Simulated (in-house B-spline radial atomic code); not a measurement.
System: the neutral helium atom, configuration 1s2. Computed with an in-house B-spline radial code: non-relativistic HSE06, spin-polarised, spherical fractional occupations, point nucleus, basis-set limit.

```
Z = 2
electrons = 2.0
configuration = 1s2
hamiltonian = nr
method = hse06
spin_polarised = True
```

Wanted: the electron density ρ(r) on a logarithmic scale.

The density falls from 3.5 electrons/bohr³ at the inner end (r = 0.010 bohr) to 0.001 at r = 2.54 bohr, a common measure of the size of an atom or ion. The highest occupied orbital, 1s (⟨r⟩ = 0.939 bohr, −17.8 eV), is also the most diffuse and sets the fall-off far out: over the last part drawn ln ρ falls by 2.8 per bohr, against 2√(−2ε) = 2.3 for the pure exponential. At the nucleus d ln ρ/dr is −4.0 per bohr, near the cusp value −2Z = −4.

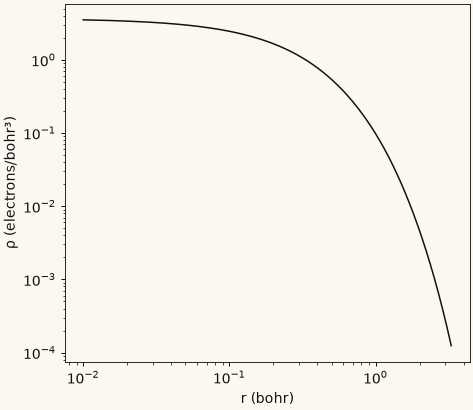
